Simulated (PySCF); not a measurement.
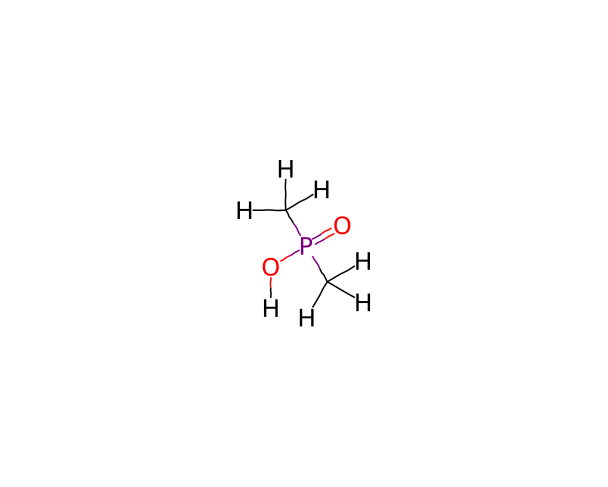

(Drawn from a calculation with PySCF.)

Skeletal drawing of a molecule.

Q: Transcribe the drawing into SMILES.

A: CP(C)(=O)O

Q: What is the molecular formula?

A: C2H7O2P.
